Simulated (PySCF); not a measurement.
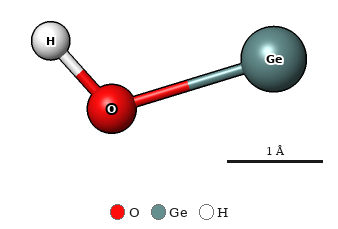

*The structure as given in the input (ball-and-stick view, seen on its broad side). Sticks mark near contacts.*

Bond lengths as drawn: Ge–O 1.79 Å and H–O 0.96 Å.

# Run report: GeHO, single-point calculation

GeHO, multiplicity 2, computed with BHLYP/def2-SVPD, UKS (PySCF 2.14.0).

The geometry was optimised with PBE0-D4/def2-TZVP.

**Output**
```
[file] SyntaxWarning: invalid escape sequence '\W'
  S = {(paw_set(r)[0], bool(re.search(r"spin_orbit\W+true|paw_fr", str((r.get("files") or {}).get("input") or "")) or re.search("(?i)spin.orbit\W+(value\W+)?(true|yes)|value\W+spin-orbit", json.dumps(r.get("inputs"), default=str)))) for r in records}

WARN: HOMO -0.0901221920911888 >= LUMO -0.0901221920911919

converged SCF energy = -2152.43875068906  <S^2> = 0.75514643  2S+1 = 2.0051398
total energy: -2152.43875069 hartree
```

The run was set up as follows.

**The input (run.py)**
```python
from pyscf import gto, dft

mol = gto.M(
    atom=[
    ('O', (-1.355934, -0.113315, -0.387993)),
    ('Ge', (-0.306639, -0.872517, 0.841758)),
    ('H', (-0.922652, 0.550790, -0.932474)),
],
    spin=1,
    max_memory=1860,
    verbose=3,
    basis='def2-svpd',
)

mf = dft.UKS(mol, xc='bhandhlyp')
mf.grids.level = 5
mf.conv_tol = 1e-10
mf.kernel()
if not mf.converged:
    mf = mf.newton().run(mf.mo_coeff, mf.mo_occ)

etot = mf.e_tot
print(f'total energy: {etot:.8f} hartree')
```

Run as:
```bash
OMP_NUM_THREADS=1 python run.py
```

**Key numbers**

- outcome: converged
- total energy: −2152.438751 hartree
- basis functions: 69
- ⟨S²⟩: 0.755
- dipole moment: 1.39 D
- hardware: 1 thread of Arm Neoverse V2, 24 GiB of memory available, shared host
- wall time: 9.6 s
- peak memory: 0.35 GiB
